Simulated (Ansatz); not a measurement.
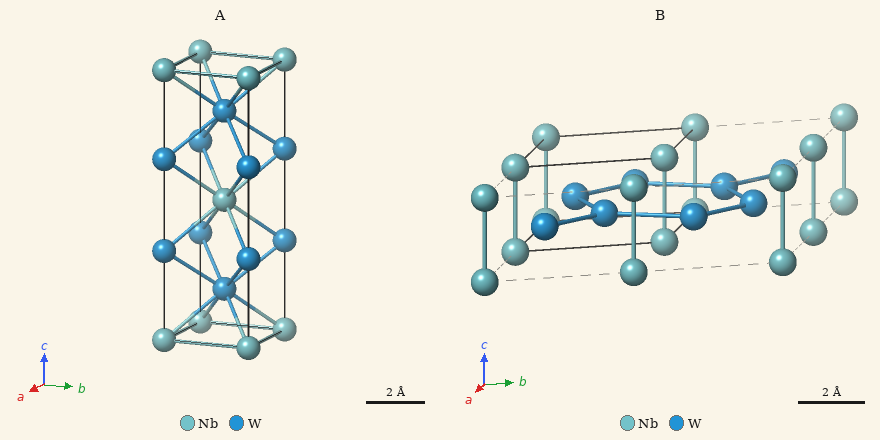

Two structures of NbW₂, each relaxed to rest (conventional cells in solid outline, small ones repeated, not to one scale). Method: DFT PBE, scalar-relativistic, plane waves, PAW (Ansatz 0.2.0), without spin polarisation.

What are the two structures?

A: 6 atoms a cell on a body-centred tetragonal lattice, I4/mmm. B: AlB₂ type, P6/mmm.

Which structure is more stable?

A is lower, by 465 meV/atom at this level of theory (energies at zero smearing). Volumes: A 16.7, B 17.2 Å³/atom.

One or both may be structure types tried for this composition rather than known phases.
